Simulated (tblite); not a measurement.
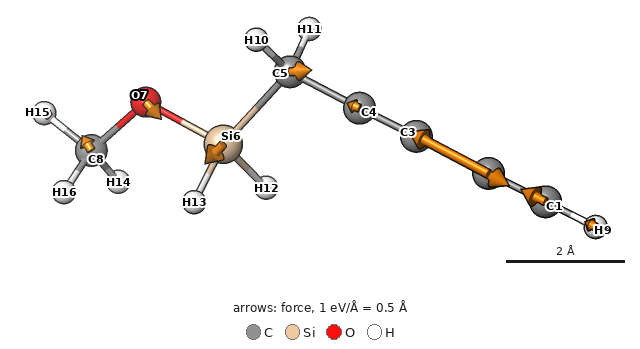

Starting geometry of C6H8OSi with the computed forces as orange arrows. A ball-and-stick model, seen at a tilt.

These are results of GFN2-xTB geometry optimisation, gas phase in tblite, not measurements. 

> Is this structure relaxed? If not, where do the atoms go?

It isn't relaxed: the largest force vector, on a C atom, is 3.98 eV/Å. The final displacements have little in common with the starting forces (cosine between the two patterns 0.24). After 69 geometry steps the energy has fallen by 0.691 eV. The largest move after the best rigid fit is that of an H atom, 0.44 Å. Largest moves by element: H 0.44 Å, Si 0.30 Å, O 0.27 Å, C 0.23 Å. Near-neighbour distances that change, for instance: C–C 1.529 → 1.359 Å, C–C 1.476 → 1.433 Å, O–Si 1.663 → 1.622 Å, C–Si 1.880 → 1.904 Å. Bond angles that change, for instance: C–Si–O 112.9° → 101.1°, Si–O–C 118.2° → 127.7°, O–Si–H 107.6° → 111.6°. Cost: 1.6 s on 1 thread of Intel(R) Xeon(R) Processor @ 2.50GHz, with other jobs on the host.
